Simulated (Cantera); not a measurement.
Charge: 1 mol CH3SiH3, 0.026 mol CH4, 98 mol H2, held at 0.130 bar.

Equilibrium computed with Cantera from the NASA thermochemical tables; the gas is ideal and each condensed phase is pure. Candidate condensed phases: C, C6H6, C7H8, C8H18, Si, SiC; 87 gas species. The feed counts by its element totals alone. Gases not in the tables: Si2H6 and higher silanes. Kinetics and transport are ignored.

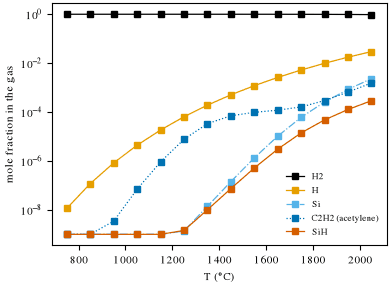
Figure: Equilibrium gas composition (values under 1e-9 drawn at 1e-9)

**Question.** Read off the mole fractions at 1850 °C.

**Answer.** H2 about 0.99, H about 0.0099, C2H2 (acetylene) about 0.00030, Si about 0.00026, SiH about 4.8e-5.
